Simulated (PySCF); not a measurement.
# C2H7AlF− (SMILES FC[CH2][AlH3-]): levels of theory compared

We compute a comparison of 5 runs (HF/STO-3G, B3LYP/pcseg-1, PBE0/6-311+G**, MP2/def2-TZVP, CCSD(T)/6-311+G**) of C2H7AlF−. 

The results are computed with PySCF 2.14.0.

## (1) The molecule

C2H7AlF−: 11 atoms, total charge -1, spin state singlet. As SMILES, `FC[CH2][AlH3-]`. Geometry: a GFN2-xTB relaxation, a rough one for these elements and not checked as a minimum. This is one conformer, not always the lowest.

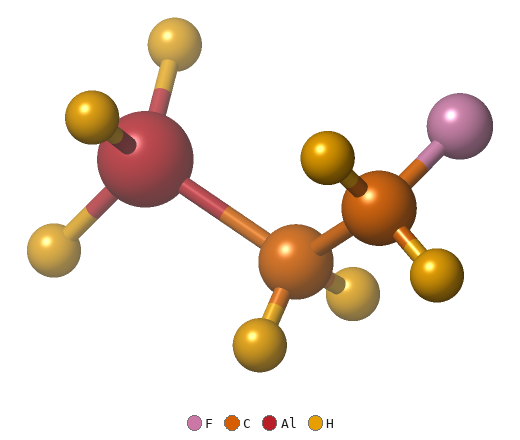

The structure, seen from a chosen angle (fluorine pink, carbon orange, aluminium red, hydrogen amber).

## (2) Energy and forces at HF/STO-3G (run 1)

Contents of job.py:

```python
import pyscf.grad
from pyscf import gto, scf

mol = gto.Mole()
mol.atom = '''
F     -3.530821     2.476864     0.015004
C     -0.917273     2.590418    -0.176387
C      0.180091     0.221457    -1.363532
Al     0.782044    -2.758754     1.101219
H     -0.553917     4.335372    -1.269594
H     -0.215920     2.845455     1.757578
H      2.084481     0.767493    -2.023027
H     -0.883069    -0.145585    -3.115025
H     -1.763511    -4.201258     1.891465
H      2.129192    -1.487158     3.544181
H      2.688702    -4.644304    -0.361901
'''
mol.verbose = 4
mol.unit = 'bohr'
mol.basis = 'sto-3g'
mol.charge = -1
mol.max_memory = 1860
mol.build()

mf = scf.RHF(mol)
mf.conv_tol = 1e-10
mf.kernel()
if not mf.converged:
    mf = mf.newton().run(mf.mo_coeff, mf.mo_occ)

energy = mf.e_tot
print('Final energy', energy)
grad = mf.Gradients().kernel()
dip = mf.dip_moment()
pop, q = mf.mulliken_pop()
```

Run with:

```bash
$ OMP_NUM_THREADS=1 python job.py
```

Log:

```text
PySCF version 2.14.0

[... 63 lines left out ...]
converged SCF energy = -415.790330000876
Final energy -415.790330000876
[... 12 lines left out ...]
WARN: System has nonzero charge -1; the dipole moment is origin-dependent.
[... 2 lines left out ...]
Dipole moment(X, Y, Z, Debye): -0.52201,  5.07588, -2.02765
[... 43 lines left out ...]
charge of   10H =     -0.40615
```

Run time: 1.5 s. Hardware: 1 thread of Intel Xeon at 2.70GHz, shared host; peak memory 0.12 GiB.

## (3) Energy and gradient at B3LYP/pcseg-1 (run 2)

Contents of input.py:

```python
# FC[CH2][AlH3-]
import pyscf.grad
from pyscf import gto, dft

mol = gto.M(
    atom='''
F       -1.868430       1.310700       0.007940
C       -0.485400       1.370790      -0.093340
C        0.095300       0.117190      -0.721550
Al       0.413840      -1.459870       0.582740
H       -0.293120       2.294180      -0.671840
H       -0.114260       1.505750       0.930070
H        1.103060       0.406140      -1.070540
H       -0.467300      -0.077040      -1.648400
H       -0.933210      -2.223210       1.000920
H        1.126720      -0.786970       1.875500
H        1.422800      -2.457660      -0.191510
''',
    basis='pcseg-1',
    spin=0,
    charge=-1,
    max_memory=1860,
    verbose=3,
)

myscf = dft.RKS(mol, xc='b3lyp')
myscf.grids.level = 5
myscf.conv_tol = 1e-10
myscf.kernel()
if not myscf.converged:
    myscf = myscf.newton().run(myscf.mo_coeff, myscf.mo_occ)

energy = myscf.e_tot
print('E = %.10f Eh' % energy)
grad = myscf.Gradients().kernel()
myscf.analyze()
```

Run with:

```bash
$ OMP_NUM_THREADS=1 python input.py
```

Log:

```text
converged SCF energy = -422.701938843915
[... 16 lines left out ...]
MO #7   energy= -2.44243716015544  occ= 2
[... 10 lines left out ...]
MO #18  energy= -0.170328130290112 occ= 2
[... 10 lines left out ...]
MO #29  energy= 0.285280899007868  occ= 0
[... 10 lines left out ...]
MO #40  energy= 0.680752096218459  occ= 0
[... 10 lines left out ...]
MO #51  energy= 1.01879150477965   occ= 0
[... 10 lines left out ...]
MO #62  energy= 1.83549892073957   occ= 0
[... 10 lines left out ...]
MO #73  energy= 2.20264559581066   occ= 0
[... 10 lines left out ...]
MO #84  energy= 2.65543395703011   occ= 0
[... 10 lines left out ...]
MO #95  energy= 3.49320443706725   occ= 0
[... 13 lines left out ...]
WARN: System has nonzero charge -1; the dipole moment is origin-dependent.
Location of origin: [0. 0. 0.]

Dipole moment(X, Y, Z, Debye):  0.05698,  5.60659, -2.55149
```

It took 35 s on 1 thread of Intel Xeon at 2.70GHz, shared host; peak memory 0.94 GiB.

Runs 3 to 4 aren't shown in full; the table further down has their settings and results.

## (4) A single-point energy at CCSD(T)/6-311+G(d,p) (run 5)

Contents of calc.py:

```python
from pyscf import gto, scf, cc

mol = gto.Mole()
mol.atom = '''
F   -1.868430   1.310700   0.007940
C   -0.485400   1.370790  -0.093340
C    0.095300   0.117190  -0.721550
Al   0.413840  -1.459870   0.582740
H   -0.293120   2.294180  -0.671840
H   -0.114260   1.505750   0.930070
H    1.103060   0.406140  -1.070540
H   -0.467300  -0.077040  -1.648400
H   -0.933210  -2.223210   1.000920
H    1.126720  -0.786970   1.875500
H    1.422800  -2.457660  -0.191510
'''
mol.basis = '6-311+g**'
mol.verbose = 4
mol.max_memory = 1860
mol.spin = 0
mol.charge = -1
mol.build()

hf = scf.RHF(mol)
hf.conv_tol = 1e-10
hf.kernel()
if not hf.converged:
    hf = hf.newton().run(hf.mo_coeff, hf.mo_occ)

mycc = cc.CCSD(hf, frozen=8)
mycc.kernel()
e_t = mycc.ccsd_t()
etot = mycc.e_tot + e_t
print('Final energy', etot)
hf.analyze()
```

Run with:

```bash
$ OMP_NUM_THREADS=1 python calc.py
```

Log:

```text
PySCF version 2.14.0

[... 95 lines left out ...]
Final energy -421.8946177338613
[... 20 lines left out ...]
MO #12  energy= -0.548383706041432 occ= 2
[... 17 lines left out ...]
MO #30  energy= 0.268104877348895  occ= 0
[... 17 lines left out ...]
MO #48  energy= 0.570177440755414  occ= 0
[... 17 lines left out ...]
MO #66  energy= 1.11090240435069   occ= 0
[... 17 lines left out ...]
MO #84  energy= 1.92393095187832   occ= 0
[... 17 lines left out ...]
MO #102 energy= 2.55169426714326   occ= 0
[... 17 lines left out ...]
MO #120 energy= 4.14351136864864   occ= 0
[... 17 lines left out ...]
MO #138 energy= 123.313673677371   occ= 0
[... 153 lines left out ...]
WARN: System has nonzero charge -1; the dipole moment is origin-dependent.
Location of origin: [0. 0. 0.]

Dipole moment(X, Y, Z, Debye):  0.29860,  5.68932, -2.60633
```

Run time: 2.8 min. Hardware: 1 thread of Intel Xeon at 2.70GHz, shared host; peak memory 2.2 GiB.

## (5) The series

```csv
run,level,integration grid,frozen core orbitals,energy (Eh),HOMO energy (eV),LUMO energy (eV),HOMO–LUMO gap (eV),wall time
1,HF/STO-3G,–,–,-415.790330,-1.93,20.29,22.23,1.5 s
2,B3LYP/pcseg-1,5,–,-422.701939,-2.02,5.03,7.05,35 s
3,PBE0/6-311+G**,5,–,-422.460481,-2.35,3.60,5.95,60 s
4,MP2/def2-TZVP,–,8,-421.938855,-5.29,7.40,12.69,2.1 min
5,CCSD(T)/6-311+G**,–,8,-421.894618,-5.35,4.80,10.16,2.8 min
```

## (6) Outcome

| quantity | value |
| --- | --- |
| run 5: total energy | -421.89462 Eh |
| run 5: HOMO energy (Hartree–Fock orbitals) | -5.35 eV |
| run 5: LUMO energy (Hartree–Fock orbitals) | 4.80 eV |
| run 5: HOMO–LUMO gap (to an unbound level, set by the basis) | 10.16 eV |
| run 5: correlation energy (8 core orbitals frozen) | -673.8 mEh |
| run 5: (T) correction | -18.65 mEh |
| run 5: T1 diagnostic | 0.011 |

Over runs 1, 2, 3 the HOMO–LUMO gap runs from 5.95 eV (PBE0/6-311+G**) to 22.23 eV (HF/STO-3G). The two ends differ in method and basis. The empty levels of an anion lie above zero and hang on the basis. Totals of different functionals can't be ranked against each other. In run 1 the basis is minimal, so the values are rough. All runs together took 6.5 min, the longest 2.8 min.
